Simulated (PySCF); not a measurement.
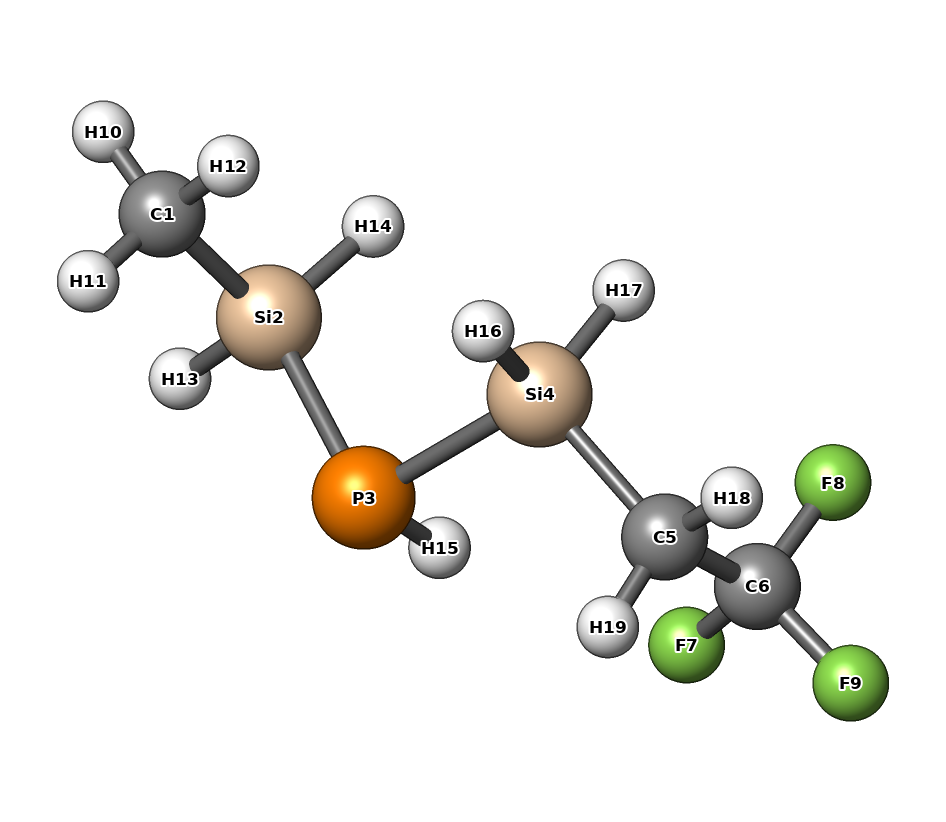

The thickness of each stick grows with its Mayer bond order. The computed structure is the end point of a GFN2-xTB optimisation. No frequency run is at hand to confirm it as a minimum. Computed with PBE0/pcSseg-1 (PySCF 2.14.0).

### Which bond between heavy atoms has the lowest Mayer bond order?

Si4–C5, 0.85, at 1.917 Å.

List the Mayer bond orders of C1–Si2, Si2–P3, P3–Si4, Si4–C5, C5–C6, C6–F7, C6–F8, C6–F9 (bonds between heavy atoms, one of each equivalent set).

```tsv
bond	Mayer order	length (Å)
C1–Si2	0.95	1.896
Si2–P3	0.95	2.245
P3–Si4	0.99	2.220
Si4–C5	0.85	1.917
C5–C6	1.05	1.492
C6–F7	0.98	1.346
C6–F8	0.98	1.347
C6–F9	1.00	1.347
```

The geometry is semi-empirical. Around P, Si such bond lengths and angles can be off by a tenth of an ångström or more and by several degrees, and values that hang on the shape move with them.
